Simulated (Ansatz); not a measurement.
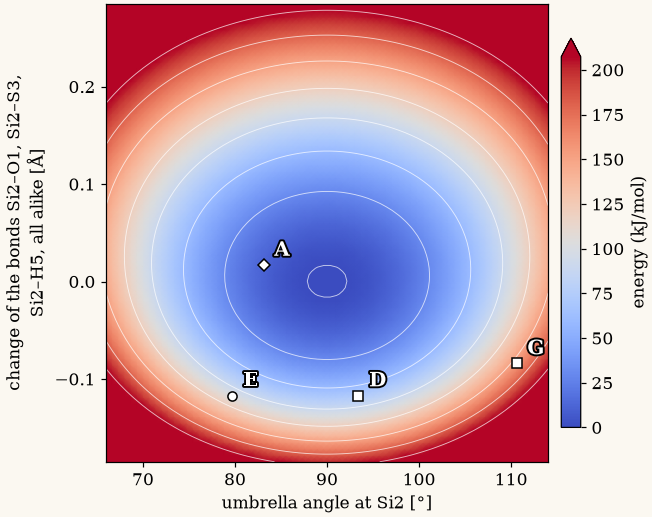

H2OSSi, SMILES O[SiH]=S. 
- First axis: umbrella angle at Si2 (between each of its bonds and their common axis; 90 is planar). Second axis: change of the bonds Si2–O1, Si2–S3, Si2–H5, all alike.
- Nothing is relaxed (all other coordinates rigid).
- Grid: 15 × 15 points; 120 points were computed and 105 follow by symmetry.
- Points are written as (first, second).
- All energies are given in kJ/mol relative to the lowest grid point.
- The calculation used RKS PBE0-D4/def2-TZVP in Ansatz.

Drawn: a smooth colour map with a few white contour lines, one colour for all values above the top of the scale, lettered points. Between grid points the surface is interpolated.

### Is G the lowest point of the computed grid?

No. G lies 158 kJ/mol above the lowest grid point, which is at (90.0°, 0.017 Å).

### Rank the lettered points by energy, lowest first.

A (12 kJ/mol), D (73 kJ/mol), E (102 kJ/mol), G (158 kJ/mol).
